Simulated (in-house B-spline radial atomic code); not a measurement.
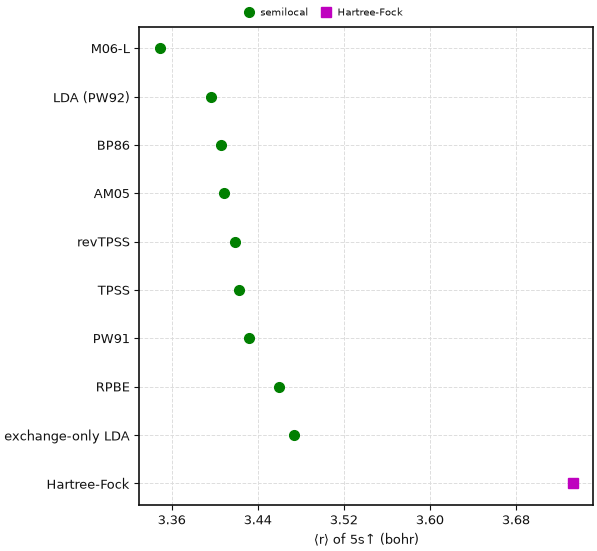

A free Ru atom in the configuration [Kr] 4d7 5s1 (high spin). All runs are non-relativistic, spin-polarised and spherical, computed with an in-house B-spline radial code. Hartree-Fock is the average over the configuration. The plot shows the mean radius (bohr) of the 5s up orbital by 10 methods.

### Rank the methods.

The most compact is M06-L (3.35) and the most diffuse Hartree-Fock (3.73), a spread of 11 %. In order (bohr): M06-L (3.35), LDA (PW92) (3.40), BP86 (3.41), AM05 (3.41), revTPSS (3.42), TPSS (3.42), PW91 (3.43), RPBE (3.46), exchange-only LDA (3.47), Hartree-Fock (3.73).
